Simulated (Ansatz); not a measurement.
## Electronic structure of C4H9Cl (SMILES CC(C)(C)Cl) in real space

Input

```
crystal:
  periodic: [false, false, false]
  atoms:
    - {symbol: C, position_ang: [-1.744406, 0.501138, 0.800960]}
    - {symbol: C, position_ang: [-0.233139, 0.630374, 0.963440]}
    - {symbol: C, position_ang: [0.509570, -0.515239, 0.283037]}
    - {symbol: C, position_ang: [0.272556, 1.990928, 0.494199]}
    - {symbol: Cl, position_ang: [0.129879, 0.512024, 2.775569]}
    - {symbol: H, position_ang: [-2.100529, -0.464326, 1.188537]}
    - {symbol: H, position_ang: [-2.008255, 0.566442, -0.267998]}
    - {symbol: H, position_ang: [-2.267913, 1.305326, 1.337970]}
    - {symbol: H, position_ang: [0.169389, -1.487763, 0.667276]}
    - {symbol: H, position_ang: [0.321302, -0.484400, -0.803319]}
    - {symbol: H, position_ang: [1.593470, -0.435673, 0.450353]}
    - {symbol: H, position_ang: [1.354710, 2.088076, 0.663491]}
    - {symbol: H, position_ang: [-0.237038, 2.805697, 1.028647]}
    - {symbol: H, position_ang: [0.076802, 2.105969, -0.585158]}
basis:
  gaussian:
    orbitals: def2-SVPD
hamiltonian:
  xc: pbe0
output: {forces: true, orbitals: {seedname: orbitals}}
```

Run with:

```sh
ansatz run input.yaml --threads 2 --pin off --max-ram 4350MiB --events-out events.jsonl --progress --plain --runs-dir runs
```

Geometry: B3LYP-D3(BJ)/def2-SVP.

Theory: isolated molecule in a Gaussian basis; Kohn-Sham density functional theory, functional PBE0 in Ansatz.

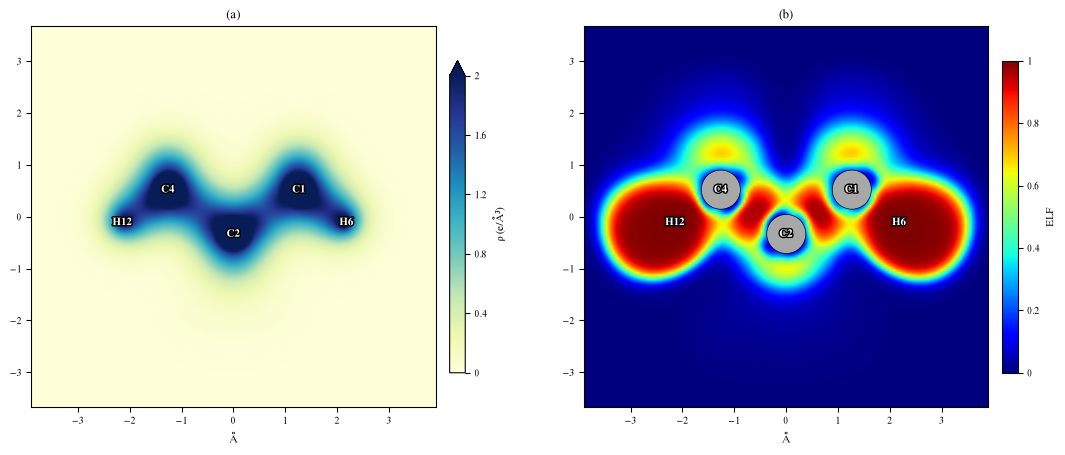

Figure 1. (a) electron density; (b) ELF on the plane of atoms C2, C1 and H6. Grey discs cover the atomic cores in the ELF map.

Question: Describe what can be read from this map.

Answer:
- Atoms in the plane: C and H.
- C–C (1.53 Å): ρ at the midpoint is about 1.7 e/Å³; the ELF peaks at about 0.95 between the atoms: a shared electron pair.
- C–H (1.10 Å): ρ at the midpoint is about 1.9 e/Å³; the ELF climbs to about 1 towards the hydrogen, as it does in any bond to H: an ordinary covalent bond to hydrogen.

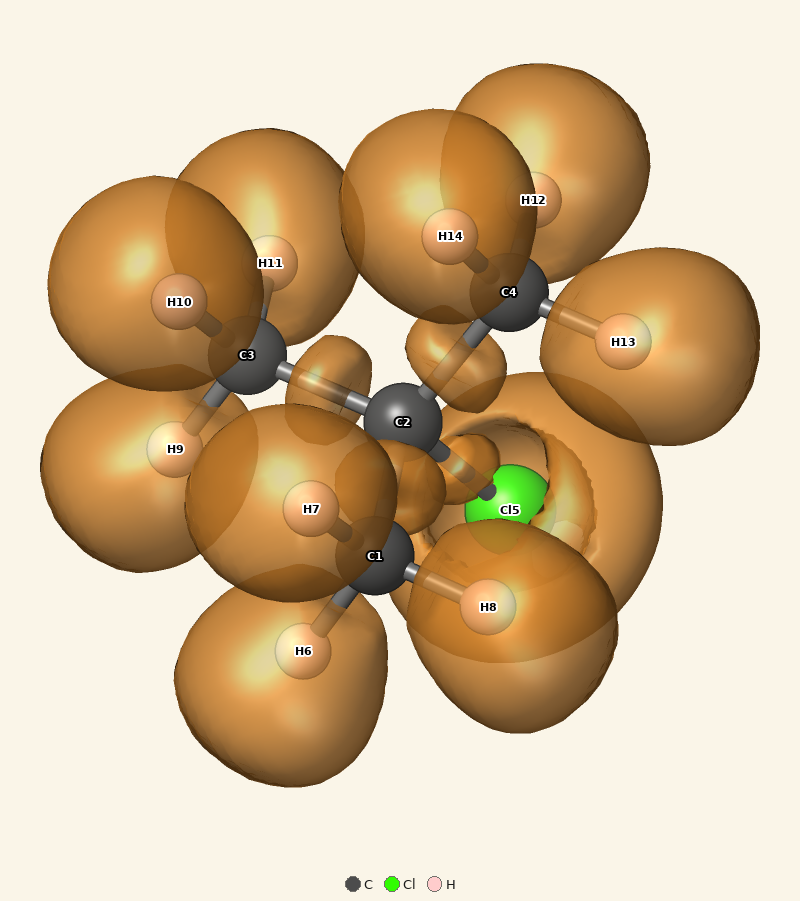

Figure 2. Isosurface of the electron localisation function at 0.8 (orange), seen at a tilt. Only the valence region is drawn (cores and ρ < 0.01 e/Å³ removed).

Question: Where are the electrons localised?

Answer: The ELF exceeds this value in three regions between bonded C–C atoms (shared pairs), one region between bonded C–Cl atoms (shared pairs), nine regions around hydrogen nuclei and one ring or bowl of non-bonding electrons around Cl.


 C–Cl (1.85 Å): the ELF peaks at about 0.90 between the atoms; localised, covalent bonding.

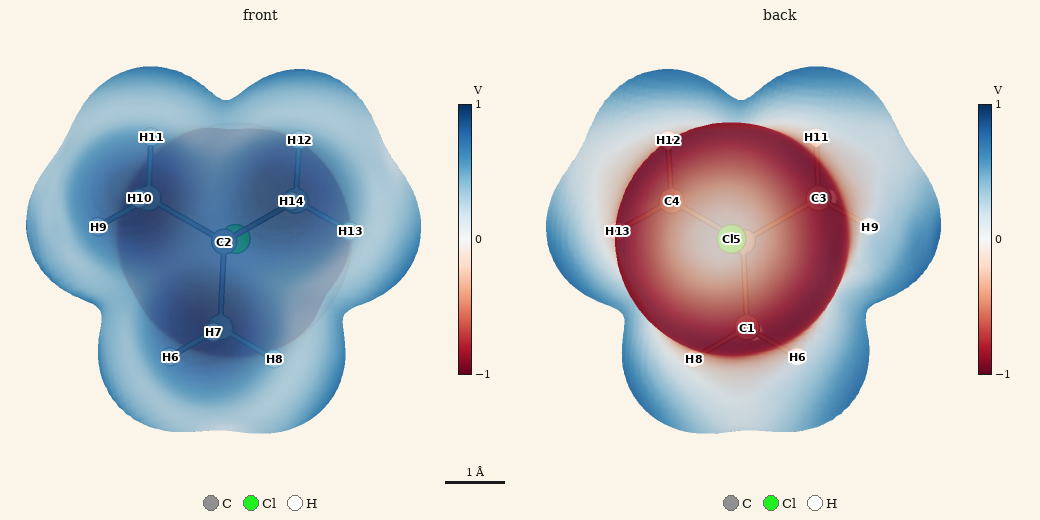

Figure 3. The electrostatic potential painted on the density surface at 0.002 e/bohr³, seen from the front and from behind; the colour scale runs from red (negative) to blue (positive).

Question: Where is the surface potential most negative and most positive?

Answer: The most negative region (about −0.9 V, or −21 kcal/mol for a unit charge) lies over Cl5, the most positive (about +0.9 V, or +21 kcal/mol for a unit charge) over H7, H10 and H14.

Question: What dipole moment does the calculation give?

Answer: Its dipole moment is 2.43 D.
